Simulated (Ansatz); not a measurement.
# InSb wire along [111], 14 atoms a period, H-terminated: bands by functional, part 2 of 2

Aim: is the InSb wire along [111], 14 atoms a period, H-terminated a metal or a semiconductor?

Ansatz 0.2.0; DFT PBE, plane waves, PAW; relaxation of a wire's period; PAW set soft_1 (the session's first sound run).

So far. Step 2 (Relaxing the period): The cell's length comes to 11.602 Å with spin left out.

## Step 3: The wire at its relaxed period

This step: DFT PBE, plane waves, PAW; bands of a perfect wire; PAW set soft_1 (Ansatz 0.2.0).

At the relaxed period the bands are computed along the axis; those that cross an energy going forward count the channels that a perfect wire would open there.

The input, input.yaml:

```yaml
crystal:
  lattice:
    - [14.395, 0.0, 0.0]
    - [0.0, 15.541, 0.0]
    - [0.0, 0.0, 11.6021926923]
  atoms:
    - { symbol: In, position: [0.5, 0.500970915, 0.039918744] }
    - { symbol: Sb, position: [0.5, 0.500915793, 0.280098129] }
    - { symbol: H, position: [0.234957593, 0.474720941, 0.285424275] }
    - { symbol: H, position: [0.34311548, 0.301289068, 0.285553753] }
    - { symbol: H, position: [0.391851641, 0.726535654, 0.285377295] }
    - { symbol: H, position: [0.608148359, 0.726535654, 0.285377295] }
    - { symbol: H, position: [0.65688452, 0.301289068, 0.285553753] }
    - { symbol: H, position: [0.765042407, 0.474720941, 0.285424275] }
    - { symbol: In, position: [0.328081973, 0.4089217, 0.320724539] }
    - { symbol: In, position: [0.5, 0.68486725, 0.320666489] }
    - { symbol: In, position: [0.671918027, 0.4089217, 0.320724539] }
    - { symbol: Sb, position: [0.34532224, 0.418229597, 0.573017079] }
    - { symbol: Sb, position: [0.5, 0.666454669, 0.572961249] }
    - { symbol: Sb, position: [0.65467776, 0.418229597, 0.573017079] }
    - { symbol: H, position: [0.230236799, 0.645140651, 0.630552583] }
    - { symbol: H, position: [0.5, 0.212436872, 0.630533223] }
    - { symbol: H, position: [0.769763201, 0.645140651, 0.630552583] }
    - { symbol: H, position: [0.252037483, 0.368353462, 0.636493941] }
    - { symbol: H, position: [0.5, 0.766206389, 0.636454829] }
    - { symbol: H, position: [0.747962517, 0.368353462, 0.636493941] }
    - { symbol: In, position: [0.333454447, 0.590068853, 0.655790628] }
    - { symbol: In, position: [0.5, 0.322788273, 0.65584228] }
    - { symbol: In, position: [0.666545553, 0.590068853, 0.655790628] }
    - { symbol: Sb, position: [0.351615333, 0.580317539, 0.907730526] }
    - { symbol: Sb, position: [0.5, 0.342228218, 0.907753136] }
    - { symbol: Sb, position: [0.648384667, 0.580317539, 0.907730526] }
    - { symbol: H, position: [0.250657921, 0.540296718, 0.964409854] }
    - { symbol: H, position: [0.338518483, 0.681286535, 0.964467677] }
    - { symbol: H, position: [0.412128039, 0.281216247, 0.964425142] }
    - { symbol: H, position: [0.587871961, 0.281216247, 0.964425142] }
    - { symbol: H, position: [0.661481517, 0.681286535, 0.964467677] }
    - { symbol: H, position: [0.749342079, 0.540296718, 0.964409854] }
kpoints:
  mp_grid: { grid: [1, 1, 7] }
  band_path: { path: ["Γ", Z], npoints: 90 }
scf:
  occupations: { method: fermi_dirac, width: 0.05 }
hamiltonian:
  xc: pbe
  pseudopotentials: { kind: paw, azcp: { folder: soft_1 } }
output:
  dos: { e_range: [-5, 4] }
  write_potential: true
  write_density: true
  volumetric_format: npy
```

Run with:

```
$ ansatz run input.yaml --threads 4 --pin off --max-ram 16384MiB --backend cpu --events-out ev --progress --plain --runs-dir out
```

Numbers of over 12 decimals in the logs are rounded to 6 here.

The log of the run:

```text
[...]
Crystal: 32 atoms, lattice volume = 2595.558 Å³
Basis set: ecut = 420 eV, 50745 PW (Γ)
Bands: 139, of which v1, the nominal top of the filled ones, is band 107 counted from 1 (106 counted from 0)
Symmetry: 2 space group operations
[...]
k-points: 4 of 7 (time reversal used)
[...]
SCF iter   1: F=—  HF=-84861.421274 eV  |F-HF|=—  |Δ(HF+E_count)|=         —  Δρ=2.52e-2  dr2=1.81e1  ethr=3.10e-3  ⟨swp⟩=7.0  Hψ=2615  notcnv=0  defer=35
[...]
SCF iter  10: F=-84855.801455 eV  HF=-84855.801455 eV  |F-HF|=8.96e-9  |Δ(HF+E_count)|=   4.10e-7  Δρ=1.23e-6  dr2=7.10e-8  ethr=4.67e-11  ⟨swp⟩=18.8  Hψ=3388  notcnv=0
SCF 1 converged in 10 iterations: F = -84855.801455 eV  dr2 = 7.10e-8
[...]
NSCF: frozen V_eff on 91 k-points
WARN: pass on a band path, mesh or list of k-points: the 91 k-points are solved 48 at a time at the most, because the 14.40 GiB of host memory that the pass is priced against does not hold them all with the solver's workspace as planned. The pass can take longer, above all where fewer k-points are solved at a time than the run has threads. As a rule a larger memory budget leaves room for more at once. The budget is what a run with no `--max-ram-frac` typed is planned for, 0.8 of the host's memory or its container's limit. More memory there lifts it, and so does a share over 0.88 that is typed (of such a share the budget is ten elevenths): [rest of the remark cut]
WARN: The output density's exchange-correlation potential varies sharply where the density is thin. Do not read a vacuum level from v_tot or v_xc, or from such a field of the output density. On a cell that repeats whose density bears no net charge and no dipole along the vacuum's axis use v_es (v_loc + v_h of the components); under efield.dipole_correction with no amplitude use v_es + v_field, which holds any externa [...]
SCF converged after 10 iterations
Free energy (F): -84855.801455 eV
[...]
Internal energy: -84855.801455 eV  (E = F + TS)
E sigma→0 (E₀):  -84855.801455 eV
Fermi energy:    -2.112228 eV
[...]
--- Band table (eV) ---
  k-point 0: bands = [... 103 lower, -3.6921, -3.4996, -3.4993, -3.2967, -0.8790, -0.2034, -0.1982, -0.0714, ... 28 higher]
  k-point 1: bands = [... 103 lower, -3.6843, -3.4849, -3.4846, -3.3632, -0.8773, -0.3016, -0.2975, -0.0445, ... 28 higher]
  k-point 2: bands = [... 103 lower, -3.6733, -3.5487, -3.4520, -3.4517, -0.8677, -0.3966, -0.3929, -0.1467, ... 28 higher]
  k-point 3: bands = [... 103 lower, -3.6689, -3.6685, -3.4266, -3.4262, -0.8528, -0.4412, -0.4376, -0.2338, ... 28 higher]
```

The job ended after 12 min (4 threads of Arm Neoverse V2, shared host; peak memory 12 GiB).

Numbers from this step:

| Quantity | Value |
| --- | --- |
| band gap | 2.418 eV |

The electronic bands at the labelled points (eV, zero at the Fermi level; v1 is the highest filled band, c1 the lowest empty one):

```tsv
point	v4	v3	v2	v1	c1	c2	c3	c4
Γ	-1.58	-1.39	-1.39	-1.18	1.23	1.91	1.91	2.04
Z	-1.56	-1.56	-1.31	-1.31	1.26	1.67	1.67	1.87
```

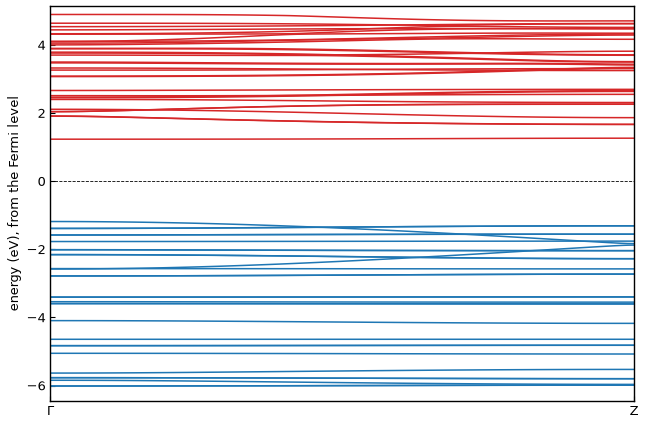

Electronic bands along the path; lines of filled and empty bands in two colours.

The gap is 2.42 eV, with spin left out.

The path shows a direct gap of 2.42 eV (valence top at Γ, conduction bottom at Γ).

## Step 4: Levels at the same atoms, cutoff 500 eV, k-mesh 1×1×6

This step: DFT r2SCAN, plane waves, PAW; bands of a perfect wire at the PBE geometry; PAW set soft_1 (Ansatz 0.2.0).

The atoms stay at the PBE geometry and the functional changes. r2SCAN also reads the kinetic-energy density; it often gives larger moments and wider gaps than PBE, at a higher cost. Against the first PBE run of this kind, the cutoff is 500 eV against 420 and the mesh along the wire has 6 points against 7.

input.yaml, as its differences from that of step 3:

```diff
@@ -39,3 +39,3 @@
 kpoints:
-  mp_grid: { grid: [1, 1, 7] }
+  mp_grid: { grid: [1, 1, 6] }
   band_path: { path: ["Γ", Z], npoints: 90 }
@@ -44,8 +44,3 @@
 hamiltonian:
-  xc: pbe
+  xc: r2scan
   pseudopotentials: { kind: paw, azcp: { folder: soft_1 } }
-output:
-  dos: { e_range: [-5, 4] }
-  write_potential: true
-  write_density: true
-  volumetric_format: npy
```

The log of the run:

```text
[...]
Crystal: 32 atoms, lattice volume = 2595.558 Å³
Basis set: ecut = 500 eV, 65867 PW (Γ), exchange–correlation on 432×480×360 points (64 copies of the dense FFT grid, shifted against one another)
Bands: 139, of which v1, the nominal top of the filled ones, is band 107 counted from 1 (106 counted from 0)
Symmetry: 2 space group operations
[...]
k-points: 4 of 6 (time reversal used)
[...]
SCF iter   1: F=—  HF=-85061.714972 eV  |F-HF|=—  |Δ(HF+E_count)|=         —  Δρ=2.41e-2  dr2=1.64e1  dr2_τ=1.68e-1  ethr=3.10e-3  ⟨swp⟩=7.0  Hψ=2611  notcnv=0  defer=39
[...]
SCF iter  10: F=-85058.173649 eV  HF=-85058.173649 eV  |F-HF|=9.04e-8  |Δ(HF+E_count)|=   6.94e-7  Δρ=1.09e-6  dr2=5.11e-8  dr2_τ=8.18e-10  ethr=4.67e-11  ⟨swp⟩=21.0  Hψ=3268  notcnv=0
SCF 1 converged in 10 iterations: F = -85058.173649 eV  dr2 = 5.11e-8
[...]
SCF converged after 10 iterations
Free energy (F): -85058.173649 eV
[...]
Internal energy: -85058.173649 eV  (E = F + TS)
E sigma→0 (E₀):  -85058.173649 eV
Fermi energy:    -2.148879 eV
[...]
--- Band table (eV) ---
  k-point 0: bands = [... 103 lower, -3.9070, -3.7084, -3.7083, -3.4906, -0.7323, -0.0542, -0.0509, 0.0418, ... 28 higher]
  k-point 1: bands = [... 103 lower, -3.9004, -3.6872, -3.6870, -3.5834, -0.7409, -0.1762, -0.1738, 0.1333, ... 28 higher]
  k-point 2: bands = [... 103 lower, -3.8931, -3.8367, -3.6463, -3.6462, -0.7506, -0.2700, -0.2677, 0.0307, ... 28 higher]
  k-point 3: bands = [... 103 lower, -3.8919, -3.8912, -3.6270, -3.6269, -0.7518, -0.2984, -0.2962, -0.0224, ... 28 higher]
```

Elapsed: 20 min, on 4 threads; peak memory 12 GiB.

Numbers from this step:

| Quantity | Value |
| --- | --- |
| band gap | 2.739 eV |

The electronic bands at the labelled points (eV, zero at the Fermi level; v1 is the highest filled band, c1 the lowest empty one):

```tsv
point	v4	v3	v2	v1	c1	c2	c3	c4
Γ	-1.76	-1.56	-1.56	-1.34	1.42	2.09	2.10	2.19
Z	-1.74	-1.74	-1.48	-1.48	1.40	1.85	1.85	2.13
```

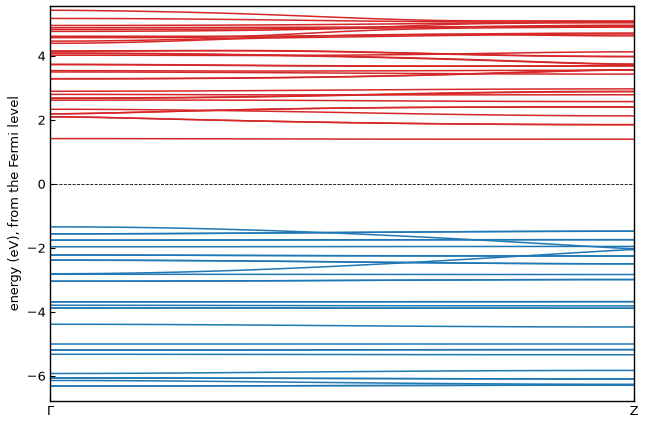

Electronic bands along the path; lines of filled and empty bands in two colours.

The gap is 2.74 eV, against 2.42 eV under PBE at the relaxed period.

## Step 5: Another level of theory, level HSE06, cutoff 420 eV

This step: DFT HSE06, plane waves, PAW; levels of a perfect wire at the PBE geometry; PAW set soft_1 (Ansatz 0.2.0).

The atoms stay at the PBE geometry and the functional changes. HSE06 mixes in a quarter of short-range exact exchange, which removes part of the self-interaction that closes gaps; it is dear, so the mesh is thinner and no path is run. Against the first PBE run of this kind, the mesh along the wire has 3 points against 7.

input.yaml, as its differences from that of step 4:

```diff
@@ -39,4 +39,3 @@
 kpoints:
-  mp_grid: { grid: [1, 1, 6] }
-  band_path: { path: ["Γ", Z], npoints: 90 }
+  mp_grid: { grid: [1, 1, 3] }
 scf:
@@ -44,3 +43,3 @@
 hamiltonian:
-  xc: r2scan
+  xc: hse06
   pseudopotentials: { kind: paw, azcp: { folder: soft_1 } }
```

The log of the run:

```text
[...]
Crystal: 32 atoms, lattice volume = 2595.558 Å³
Basis set: ecut = 420 eV, 50745 PW (Γ)
Bands: 139, of which v1, the nominal top of the filled ones, is band 107 counted from 1 (106 counted from 0)
Symmetry: 2 space group operations
[...]
k-points: 2 of 3 (time reversal used)
[...]
Free energy (F): -84914.226253 eV
Frozen-core exchange: fock
[...]
Internal energy: -84914.226253 eV  (E = F + TS)
E sigma→0 (E₀):  -84914.226253 eV
Fermi energy:    -2.170423 eV
[...]
--- Band table (eV) ---
  k-point 0: bands = [... 103 lower, -4.1664, -3.9875, -3.9874, -3.7080, -0.5670]
  k-point 1: bands = [... 103 lower, -4.1813, -4.0738, -3.9013, -3.9013, -0.5886]
  guard bands above this table: 31 of the run's 139 bands. The solve was not asked for them (output.publish_guard_bands: true or output.eigenvalues: true publishes all)
```

Elapsed: 7 min, on 4 threads; peak memory 6.1 GiB.

This step gave:

* band gap: 3.119 eV

The gap is 3.12 eV, against 2.42 eV under PBE at the relaxed period.

## Step 6: Summary of results

| Property | Result |
| --- | --- |
| cell length, PBE | 11.60 Å |
| gap, PBE | 2.42 eV |
| gap, r2SCAN | 2.74 eV |
| gap, HSE06 | 3.12 eV |

**Reading.** Under PBE the cell's length is 11.60 Å, and a gap of 2.42 eV makes it a semiconductor. At the relaxed period the wire is gapped under every functional, from 2.42 eV (PBE) to 3.12 eV (HSE06). Weak screening in one dimension makes quasiparticle gaps larger than the semilocal gaps, as a rule. Plain hydrogen on a compound's surface is a simple closure: it may leave surface states, and facets that end in unlike atoms put a field across the wire, both of which shrink the gap. Spin-orbit coupling is left out, which matters for the bands of heavy atoms. A hybrid's gap is read on a coarse mesh, without a band path.

[Logs are printed without paths, hosts, clocks, repeated set-up lines and the standing remarks that a program may print on its own settings, such as how far it seeks lower states.]

[Hosts, paths, dates, database ids (printed as entryN), source tags and the programs' standing remarks are cut or masked in the printed files.]
